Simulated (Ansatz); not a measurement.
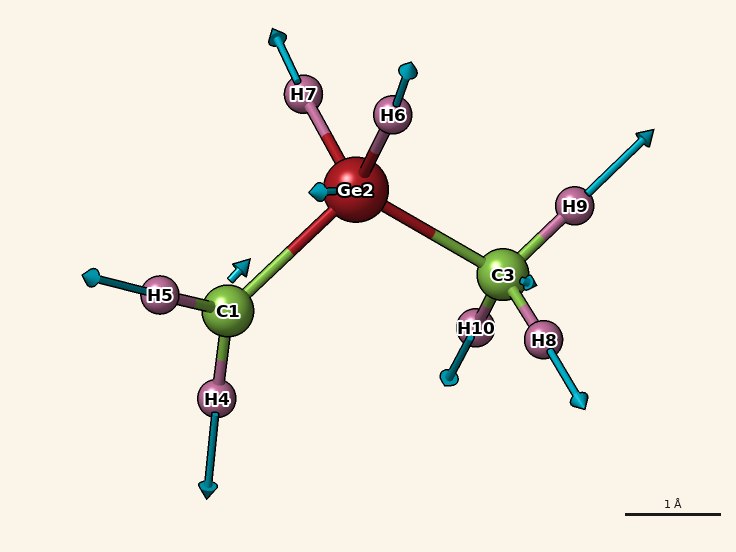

Arrows show the forces on the atoms, 5 Å of arrow for 1 eV/Å; forces under a tenth of the largest aren't drawn. State: neutral, doublet. Level of theory: PBE-D4/def2-TZVPP (Ansatz 0.2.0).

List the force components in the frame of the picture (x right, y up, z towards the viewer), in eV/Å.

```csv
atom,Fx,Fy,Fz
C1,0.04,0.05,−0.01
Ge2,−0.06,0.00,0.06
C3,0.03,−0.01,−0.02
H4,−0.02,−0.18,−0.11
H5,−0.14,0.04,0.16
H6,0.03,0.09,0.12
H7,−0.05,0.12,−0.11
H8,0.07,−0.13,0.14
H9,0.14,0.14,−0.05
H10,−0.06,−0.11,−0.17
```
